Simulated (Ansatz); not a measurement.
A series of calculations on CH$_{4}$SeSi

## 1. Relaxation

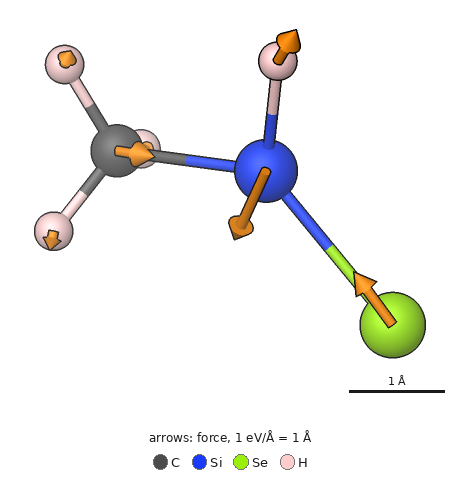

Starting geometry of CH₄SeSi with the computed forces as orange arrows. Style: ball-and-stick. Shown at a tilt.

The calculation used RKS PBE0-D4/def2-TZVP in Ansatz 0.2.0. Settings: force threshold 0.005 eV/Å; at most 200 steps.

> Is this structure relaxed? If not, where do the atoms go?

It isn't relaxed: the largest force vector, on the Si atom, is 1.11 eV/Å. The final displacements have little in common with the starting forces (cosine between the two patterns −0.01). The largest moves after the best rigid fit, 0.65 Å, are those of H atoms. By element the largest moves are H 0.65 Å, Se 0.56 Å, Si 0.08 Å, C 0.04 Å. Near-neighbour distances that change, for instance: C–Si 1.895 → 1.854 Å, H–Si 1.460 → 1.488 Å, Se–Si 2.104 → 2.076 Å, C–H 1.088 → 1.095 Å. Bond angles that change, for instance: Si–C–H 113.3° → 109.7°, Se–Si–H 126.0° → 123.1°, H–C–H 106.9° → 109.4°. Groups turn about C–Si by about 60°. Over 17 accepted moves (18 points after the start) the energy falls by 0.066 eV. The largest force component goes from 0.99 to 0.0046 eV/Å. The line search rejected the trial step at point 12 of the run. The forces were under the threshold at step 4, but the run went on from there.

## 2. Relaxation

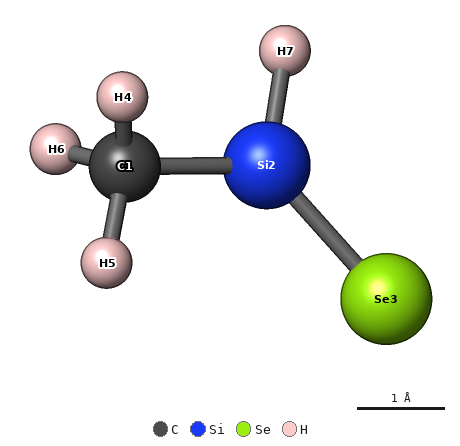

CH4SeSi, before the constrained relaxation. Style: ball-and-stick. Shown at a tilt.

All numbers below come from RKS PBE0-D4/def2-TZVP (Ansatz).

The input:
```yaml
crystal:
  periodic: [false, false, false]
  atoms:
    - {symbol: C, position_ang: [-0.724481, 0.445696, -0.241468]}
    - {symbol: Si, position_ang: [0.827184, -0.449185, 0.237865]}
    - {symbol: Se, position_ang: [0.980870, -2.195829, 1.349012]}
    - {symbol: H, position_ang: [-0.694931, 1.469168, 0.145907]}
    - {symbol: H, position_ang: [-1.752691, -0.144973, 0.204832]}
    - {symbol: H, position_ang: [-0.788734, 0.515344, -1.332083]}
    - {symbol: H, position_ang: [2.008825, 0.277076, -0.301594]}
basis:
  gaussian: {orbitals: def2-TZVP}
hamiltonian: {xc: pbe0, dispersion: d4}
relax: {f_tol: 0.005, max_steps: 200, constraints: [{distance: [0, 4]}]}
```

Command:
```bash
ansatz run in.yaml --threads 2 --pin off --events-out ev --progress --plain --max-ram 4352MiB
```

> What does the optimiser find from here?

The largest move after the best rigid fit is that of H5, 0.038 Å. By element the largest moves are H 0.038 Å, C 0.023 Å, Se 0.016 Å, Si 0.004 Å. Among the angles between lasting bonds that change: Si2–C1–H5 111.3° → 109.2°, Si2–C1–H4 109.7° → 111.7°. After 5 geometry steps the energy has fallen by 0.007 eV. Largest force component: 0.18 eV/Å at the start, 0.00055 eV/Å at the end. Cost: 17 s on 2 threads of Arm Neoverse V2 (shared host).

Step by step:

| step | E − E(0), eV | largest force component, eV/Å |
| --- | --- | --- |
| 0 | 0.0000 | 0.1843 |
| 1 | -0.0062 | 0.0480 |
| 2 | -0.0069 | 0.0251 |
| 3 | -0.0073 | 0.0084 |
| 4 | -0.0073 | 0.0053 |
| 5 | -0.0073 | 0.0006 |

The structure at the end:

```xyz
7

C    -0.7077    0.4591   -0.2510
Si    0.8310   -0.4481    0.2366
Se    0.9652   -2.1945    1.3498
H    -0.7229    1.4751    0.1519
H    -1.7164   -0.1548    0.2083
H    -0.8169    0.5147   -1.3372
H     2.0237    0.2658   -0.2957
```

## 3. Scan

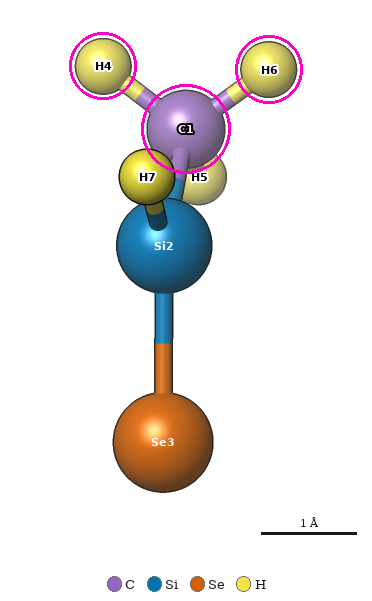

CH$_{4}$SeSi: the H6–C1–H4 angle is varied, with the rest of the molecule carried along rigidly. The picture shows the minimum geometry. The ringed atoms are those of the scanned coordinate. A ball-and-stick model, seen onto the plane of the angle.

Levels of theory: CCSD(T), wB97M-V (def2-TZVPP, Ansatz), on geometries moved rigidly from the minimum at PBE0-D4/def2-TZVP. Coupled cluster with a frozen core. Energies are counted from the PBE0-D4/def2-TZVP minimum geometry at the same level.

Input file:
```yaml
crystal:
  periodic: [false, false, false]
  atoms:
    - {symbol: C, position_ang: [-0.724481, 0.445696, -0.241468]}
    - {symbol: Si, position_ang: [0.827184, -0.449185, 0.237865]}
    - {symbol: Se, position_ang: [0.980870, -2.195829, 1.349012]}
    - {symbol: H, position_ang: [-0.694931, 1.469168, 0.145907]}
    - {symbol: H, position_ang: [-1.608743, -0.062280, 0.142350]}
    - {symbol: H, position_ang: [-0.788734, 0.515344, -1.332083]}
    - {symbol: H, position_ang: [2.008825, 0.277076, -0.301594]}
basis:
  gaussian: {orbitals: def2-TZVPP}
correlation: {method: ccsd_t}
```

Launched with:
```bash
ansatz run in.yaml --threads 2 --pin off --events-out ev --progress --plain --max-ram 4352MiB
```

**Give the energy at each point (the angle: 83.1, 89.1, 95.1, 101.1, 107.1, 113.1, 119.1, 125.1, 131.1°).**

Energies in kJ/mol.

```tsv
angle (°)	CCSD(T)	wB97M-V
83.1	40.2	38.8
89.1	22.7	21.9
95.1	10.1	9.7
101.1	2.6	2.4
107.1	0.0	0.0
113.1	2.4	2.4
119.1	9.8	9.6
125.1	22.1	21.5
131.1	39.2	38.0
```

With CCSD(T): of the computed points the lowest is at the angle 107.1°, 0.0 kJ/mol. At the ends of the scan the energy is 40.2 kJ/mol (83.1°) and 39.2 kJ/mol (131.1°). The curvature at the lowest point is about 4.7 eV/rad². At 83.1° the levels give wB97M-V 38.8 kJ/mol, CCSD(T) 40.2 kJ/mol.

## 4. Scan

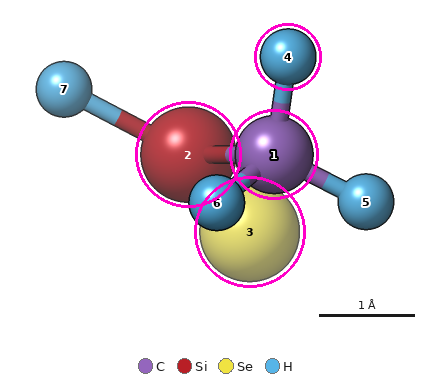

A scan of CH$_{4}$SeSi: the H4–C1–Si2–Se3 dihedral angle is varied, with the rest of the molecule carried along rigidly. The picture shows the minimum geometry. The ringed atoms are those of the scanned coordinate. A ball-and-stick model, seen almost along the central bond, with a slight tilt.

Computed with Ansatz: r2SCAN-D4, basis def2-TZVPP, on geometries moved rigidly from the minimum at PBE0-D4/def2-TZVP. Energies are counted from the PBE0-D4/def2-TZVP minimum geometry at the same level.

```xyz
7

C    -0.7245    0.4457   -0.2415
Si    0.8272   -0.4492    0.2379
Se    0.9809   -2.1958    1.3490
H    -0.6949    1.4692    0.1459
H    -1.6087   -0.0623    0.1424
H    -0.7887    0.5153   -1.3321
H     2.0088    0.2771   -0.3016
```

> What energies does the calculation give (the dihedral: 121.5, 129.5, 142.8, 156.2, 169.5, 182.8, 196.2, 209.5, 222.8, 236.2°)?

| dihedral angle (°) | relative energy (kcal/mol) |
| --- | --- |
| 121.5 | 0.00 |
| 129.5 | 0.03 |
| 142.8 | 0.20 |
| 156.2 | 0.46 |
| 169.5 | 0.68 |
| 182.8 | 0.79 |
| 196.2 | 0.74 |
| 209.5 | 0.56 |
| 222.8 | 0.35 |
| 236.2 | 0.20 |

Of the computed points the lowest is at the dihedral 121.5°, 0.00 kcal/mol. A local maximum lies at 182.8° (0.79 kcal/mol). The highest point, at 182.8°, lies 0.79 kcal/mol above the lowest and gives an upper estimate of the barrier to rotation, since the rotor is rigid.

The computed profile:

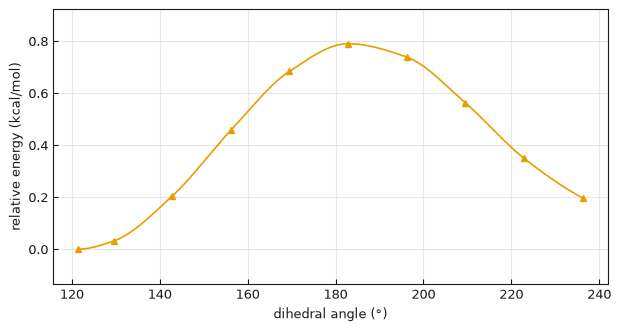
